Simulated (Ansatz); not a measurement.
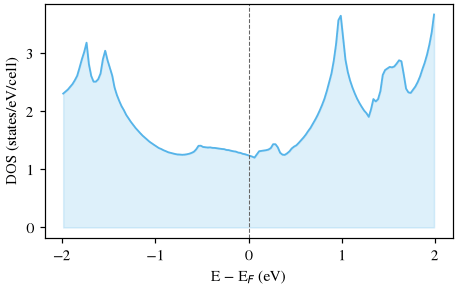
Density of states of ScAl₃ (Pm-3m) near the Fermi level, PBEsol, rigid bands (Ansatz, an electronic-structure program).

Question: With 4 atoms a cell, what bare Sommerfeld coefficient γ = (π²/3) k_B² N(E_F) follows?

Answer: N(E_F) ≈ 1.24 states/eV a cell at 300 K, so γ ≈ 0.73 mJ/(mol of atoms·K²), before electron-phonon enhancement.

Question: How far does the Fermi level move in a rigid band for 0.1 electron a cell added or removed?

Answer: 81 meV and -79 meV.

A metal at this level (no band gap); rigid bands, thermally averaged at 300 K, both spins. Spin-orbit coupling is left out. Geometry: cell and atoms relaxed with PBEsol.

Computed structure, not matched to a measured one here, so possibly hypothetical: ScAl3 (Pm-3m).
